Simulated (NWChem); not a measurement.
# Single-point calculation of Si₂H₄OF₂ (part 1 of 2)

- system: Si₂H₄OF₂, SMILES O[SiH](F)[SiH2]F
- method: CCSD(T)/def2-SVP, RHF (NWChem 7.3.0)

The geometry comes from this level: PBE0-D4/def2-TZVP.

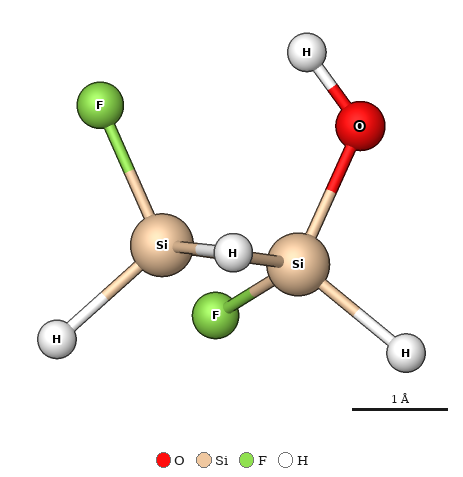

The structure (ball-and-stick view, seen at a tilt). Bond lengths as drawn: F–Si 1.60 to 1.61 Å, H–O 0.96 Å, H–Si 1.48 to 1.49 Å, O–Si 1.63 Å and Si–Si 2.36 Å.

### Input
```
START run
memory stack 880 mb heap 220 mb global 1100 mb

GEOMETRY noautosym nocenter noautoz
   O      0.844300     1.766700    -0.485000
   Si     0.969400     0.137800    -0.453100
   F      0.986700    -0.459700    -1.938500
   Si    -0.894000    -0.772400     0.668300
   F     -2.133900     0.202600     0.333800
   H     -0.014200     2.154900    -0.665100
   H      2.284600    -0.163900     0.153800
   H     -1.253000    -2.143900     0.226600
   H     -0.701500    -0.768300     2.142300
END

BASIS spherical bse
   * library def2-SVP
END

SCF
   singlet
   rhf
   thresh 1e-08
   maxiter 80
END

CCSD
   freeze core 13
   maxiter 60
END

TASK ccsd(t)
```

Command:
```bash
nwchem run.nw > run.out
```

### What the program printed
```
Northwest Computational Chemistry Package (NWChem) 7.3.0
             --------------------------------------------------------

           Job information
           ---------------

    nwchem branch   = 7.3.0
    use scalapack   = T
    input           = run.nw
    prefix          = run.
    data base       = ./run.db
    status          = startup
    nproc           =        1

           Memory information
           ------------------

    heap     =     28835836 doubles =      220.0 Mbytes
    stack    =    115343361 doubles =      880.0 Mbytes
    global   =    144179200 doubles =     1100.0 Mbytes (distinct from heap & stack)
    total    =    288358397 doubles =     2200.0 Mbytes
    verify   = yes
    hardfail = no

           Directory information
           ---------------------

  0 permanent = .
  0 scratch   = .

                                NWChem Input Module
                                -------------------

 Scaling coordinates for geometry "geometry" by  1.889725989
 (inverse scale =  0.529177249)

                             Geometry "geometry" -> ""
                             -------------------------

 Output coordinates in angstroms (scale by  1.889725989 to convert to a.u.)

  No.       Tag          Charge          X              Y              Z
 ---- ---------------- ---------- -------------- -------------- --------------
    1 O                    8.0000     0.84430000     1.76670000    -0.48500000
    2 Si                  14.0000     0.96940000     0.13780000    -0.45310000
    3 F                    9.0000     0.98670000    -0.45970000    -1.93850000
    4 Si                  14.0000    -0.89400000    -0.77240000     0.66830000
    5 F                    9.0000    -2.13390000     0.20260000     0.33380000
    6 H                    1.0000    -0.01420000     2.15490000    -0.66510000
    7 H                    1.0000     2.28460000    -0.16390000     0.15380000
    8 H                    1.0000    -1.25300000    -2.14390000     0.22660000
    9 H                    1.0000    -0.70150000    -0.76830000     2.14230000

      Atomic Mass
      -----------

      O                 15.994910
      Si                27.976930
      F                 18.998400
      H                  1.007825

 Effective nuclear repulsion energy (a.u.)     307.6913850516

            Nuclear Dipole moment (a.u.)
            ----------------------------
        X                 Y               Z
 ---------------- ---------------- ----------------
    -4.1553184763     3.8060971136   -25.4204050258

            XYZ format geometry
            -------------------
     9
 geometry
 O                     0.84430000     1.76670000    -0.48500000
 Si                    0.96940000     0.13780000    -0.45310000
 F                     0.98670000    -0.45970000    -1.93850000
 Si                   -0.89400000    -0.77240000     0.66830000
 F                    -2.13390000     0.20260000     0.33380000
 H                    -0.01420000     2.15490000    -0.66510000
 H                     2.28460000    -0.16390000     0.15380000
 H                    -1.25300000    -2.14390000     0.22660000
 H                    -0.70150000    -0.76830000     2.14230000

 ==============================================================================
                                internuclear distances
 ------------------------------------------------------------------------------
       center one      |      center two      | atomic units |  angstroms
 ------------------------------------------------------------------------------
    2 Si               |   1 O                |     3.08783  |     1.63401
    3 F                |   2 Si               |     3.02576  |     1.60116
    4 Si               |   2 Si               |     4.45521  |     2.35760
    5 F                |   4 Si               |     3.04701  |     1.61241
    6 H                |   1 O                |     1.81272  |     0.95925
    7 H                |   2 Si               |     2.79597  |     1.47956
    8 H                |   4 Si               |     2.80609  |     1.48492
    9 H                |   4 Si               |     2.80912  |     1.48652
 ------------------------------------------------------------------------------
                         number of included internuclear distances:          8
 ==============================================================================

 ==============================================================================
                                 internuclear angles
 ------------------------------------------------------------------------------
        center 1       |       center 2       |       center 3       |  degrees
 ------------------------------------------------------------------------------
    2 Si               |   1 O                |   6 H                |   118.40
    1 O                |   2 Si               |   3 F                |   110.78
    1 O                |   2 Si               |   4 Si               |   109.49
    1 O                |   2 Si               |   7 H                |   106.22
    3 F                |   2 Si               |   4 Si               |   107.80
    3 F                |   2 Si               |   7 H                |   107.15
    4 Si               |   2 Si               |   7 H                |   115.39
    2 Si               |   4 Si               |   5 F                |   106.00
    2 Si               |   4 Si               |   8 H                |   113.97
    2 Si               |   4 Si               |   9 H                |   111.61
    5 F                |   4 Si               |   8 H                |   108.11
    5 F                |   4 Si               |   9 H                |   107.68
    8 H                |   4 Si               |   9 H                |   109.20
 ------------------------------------------------------------------------------
                            number of included internuclear angles:         13
 ==============================================================================

 Summary of "ao basis" -> "" (spherical)
 ------------------------------------------------------------------------------
       Tag                 Description            Shells   Functions and Types
 ---------------- ------------------------------  ------  ---------------------
 *                          def2-SVP                  on all atoms

                      Basis "ao basis" -> "ao basis" (spherical)
                      -----
  [basis functions not shown]

 Summary of "ao basis" -> "ao basis" (spherical)
 ------------------------------------------------------------------------------
       Tag                 Description            Shells   Functions and Types
 ---------------- ------------------------------  ------  ---------------------
 O                          def2-SVP                 6       14   3s2p1d
 Si                         def2-SVP                 8       18   4s3p1d
 F                          def2-SVP                 6       14   3s2p1d
 H                          def2-SVP                 3        5   2s1p

                                 NWChem SCF Module
                                 -----------------

  ao basis        = "ao basis"
  functions       =    98
  atoms           =     9
  closed shells   =    29
  open shells     =     0
  charge          =   0.00
  wavefunction    = RHF
  input vectors   = atomic
  output vectors  = ./run.movecs
  use symmetry    = F
  symmetry adapt  = F

 Summary of "ao basis" -> "ao basis" (spherical)
 ------------------------------------------------------------------------------
       Tag                 Description            Shells   Functions and Types
 ---------------- ------------------------------  ------  ---------------------
 O                          def2-SVP                 6       14   3s2p1d
 Si                         def2-SVP                 8       18   4s3p1d
 F                          def2-SVP                 6       14   3s2p1d
 H                          def2-SVP                 3        5   2s1p

 Forming initial guess at       0.0s

      Superposition of Atomic Density Guess
      -------------------------------------

 Sum of atomic energies:        -852.75038131

      Non-variational initial energy
      ------------------------------

 Total energy =    -853.923095
 1-e energy   =   -1796.995982
 2-e energy   =     635.381502
 HOMO         =      -0.306103
 LUMO         =       0.007888

 Starting SCF solution at       0.3s

 ----------------------------------------------
         Quadratically convergent ROHF

 Convergence threshold     :          1.000E-08
 Maximum no. of iterations :           80
 Final Fock-matrix accuracy:          1.000E-10
 ----------------------------------------------

              iter       energy          gnorm     gmax       time
             ----- ------------------- --------- --------- --------
                 1     -853.5719434875  1.39D+00  2.30D-01      0.9
                 2     -853.6733448825  3.33D-01  5.54D-02      2.1
                 3     -853.6841699394  2.04D-02  3.33D-03      3.6
                 4     -853.6842163200  1.33D-04  3.81D-05      5.9
                 5     -853.6842163231  5.54D-09  1.26D-09     10.5

       Final RHF  results
       ------------------

         Total SCF energy =   -853.684216323129
      One-electron energy =  -1799.528357310947
      Two-electron energy =    638.152755936196
 Nuclear repulsion energy =    307.691385051623

        Time for solution =     10.2s

             Final eigenvalues
             -----------------

              1
    1  -68.8276
    2  -68.8073
    3  -26.2844
    4  -26.2817
    5  -20.5736
    6   -6.1915
    7   -6.1762
    8   -4.3036
    9   -4.3023
   10   -4.3012
   11   -4.2877
   12   -4.2857
   13   -4.2856
   14   -1.5657
   15   -1.5650
   16   -1.3458
   17   -0.8021
   18   -0.7691
   19   -0.7192
   20   -0.6816
   21   -0.6759
   22   -0.6748
   23   -0.6698
   24   -0.6380
   25   -0.5903
   26   -0.5564
   27   -0.5342
   28   -0.4967
   29   -0.4185
   30    0.0961
   31    0.1316
   32    0.1905
   33    0.2024
   34    0.2154
   35    0.2534
   36    0.2739
   37    0.2795
   38    0.3191
   39    0.3907

                       ROHF Final Molecular Orbital Analysis
                       -------------------------------------

 Vector   16  Occ=2.000000D+00  E=-1.345769D+00
              MO Center=  7.2D-01,  1.7D+00, -5.1D-01, r^2= 5.6D-01
   Bfn.  Coefficient  Atom+Function         Bfn.  Coefficient  Atom+Function
  ----- ------------  ---------------      ----- ------------  ---------------
     2      0.553237  1 O  s                  3      0.342705  1 O  s
     1      0.281298  1 O  s                 79      0.186580  6 H  s

 Vector   17  Occ=2.000000D+00  E=-8.021118D-01
              MO Center=  2.0D-01,  2.2D-01, -4.4D-01, r^2= 3.9D+00
   Bfn.  Coefficient  Atom+Function         Bfn.  Coefficient  Atom+Function
  ----- ------------  ---------------      ----- ------------  ---------------
    17      0.407007  2 Si s                 49      0.306860  4 Si s
    16      0.252593  2 Si s                 38     -0.252652  3 F  pz
     5     -0.214039  1 O  py                48      0.191200  4 Si s
    68     -0.174226  5 F  px                79     -0.174315  6 H  s
    41      0.162483  3 F  pz

 Vector   18  Occ=2.000000D+00  E=-7.691021D-01
              MO Center= -8.2D-01,  1.7D-01, -8.6D-04, r^2= 4.2D+00
   Bfn.  Coefficient  Atom+Function         Bfn.  Coefficient  Atom+Function
  ----- ------------  ---------------      ----- ------------  ---------------
    49      0.383723  4 Si s                 68     -0.292176  5 F  px
    69      0.240605  5 F  py                48      0.229233  4 Si s
    17     -0.203339  2 Si s                 71      0.189474  5 F  px
     5      0.168348  1 O  py                38      0.156833  3 F  pz
    79      0.157614  6 H  s                 72     -0.156277  5 F  py

 Vector   19  Occ=2.000000D+00  E=-7.192108D-01
              MO Center=  7.8D-01,  5.3D-01, -1.2D+00, r^2= 2.6D+00
   Bfn.  Coefficient  Atom+Function         Bfn.  Coefficient  Atom+Function
  ----- ------------  ---------------      ----- ------------  ---------------
    38      0.429105  3 F  pz                41     -0.283583  3 F  pz
     4      0.256032  1 O  px                79     -0.236720  6 H  s
     5     -0.210438  1 O  py                23      0.156086  2 Si py

 Vector   20  Occ=2.000000D+00  E=-6.815698D-01
              MO Center= -8.5D-01, -1.4D-02, -4.5D-01, r^2= 4.0D+00
   Bfn.  Coefficient  Atom+Function         Bfn.  Coefficient  Atom+Function
  ----- ------------  ---------------      ----- ------------  ---------------
    36      0.345475  3 F  px                70      0.317224  5 F  pz
    69     -0.275464  5 F  py                39     -0.240731  3 F  px
    68     -0.229890  5 F  px                73     -0.224530  5 F  pz
    72      0.195451  5 F  py                71      0.166089  5 F  px

 Vector   21  Occ=2.000000D+00  E=-6.759018D-01
              MO Center= -6.8D-01, -7.4D-02, -5.0D-01, r^2= 4.3D+00
   Bfn.  Coefficient  Atom+Function         Bfn.  Coefficient  Atom+Function
  ----- ------------  ---------------      ----- ------------  ---------------
    69     -0.357721  5 F  py                37      0.327678  3 F  py
    70     -0.255641  5 F  pz                72      0.254590  5 F  py
    40     -0.232583  3 F  py                36     -0.204225  3 F  px
    73      0.181127  5 F  pz

 Vector   22  Occ=2.000000D+00  E=-6.748297D-01
              MO Center= -3.6D-01, -1.6D-01, -7.8D-01, r^2= 4.3D+00
   Bfn.  Coefficient  Atom+Function         Bfn.  Coefficient  Atom+Function
  ----- ------------  ---------------      ----- ------------  ---------------
    37      0.428763  3 F  py                70      0.311387  5 F  pz
    40     -0.303252  3 F  py                73     -0.220896  5 F  pz
    69      0.197092  5 F  py                68      0.184654  5 F  px

 Vector   23  Occ=2.000000D+00  E=-6.697545D-01
              MO Center= -4.3D-01, -1.9D-01, -7.5D-01, r^2= 4.4D+00
   Bfn.  Coefficient  Atom+Function         Bfn.  Coefficient  Atom+Function
  ----- ------------  ---------------      ----- ------------  ---------------
    36      0.431234  3 F  px                39     -0.311174  3 F  px
    70     -0.304468  5 F  pz                68      0.291118  5 F  px
    73      0.223069  5 F  pz                71     -0.207494  5 F  px
```
